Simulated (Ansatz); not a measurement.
```
I Os
1.0
    13.74069    0.00000    0.00000
     0.00000    7.17182    0.00000
    -3.52668    0.00000    6.66073
I Os
8 2
Direct
  0.13000 0.21000 0.93000
  0.63000 0.71000 0.93000
  0.37000 0.71000 0.07000
  0.87000 0.21000 0.07000
  0.11000 0.79000 0.31000
  0.61000 0.29000 0.31000
  0.39000 0.29000 0.69000
  0.89000 0.79000 0.69000
  0.00000 0.00000 0.00000
  0.50000 0.50000 0.00000
```

Space group C2; built by placing these elements on a known structure type; not relaxed (largest force 1.2 eV/Å); computed pressure about −2 GPa in this cell; computed without spin polarisation.

Level of theory: Ansatz 0.2.0, DFT, PAW plane waves, PBEsol.

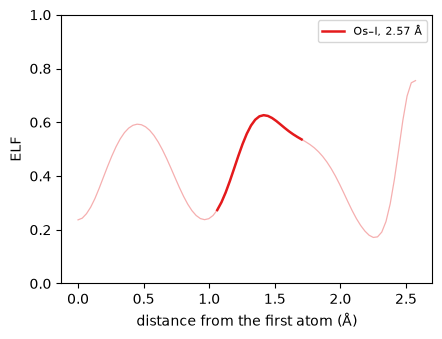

OsI$_{4}$. ELF along straight lines between neighbouring atoms. Thin, pale parts lie inside the atomic spheres.

In a PAW calculation such maps are meaningful between the atoms, not at the nuclei.

**What can be read from the curves?**

Os–I (2.57 Å): the ELF is about 0.55 at the midpoint.
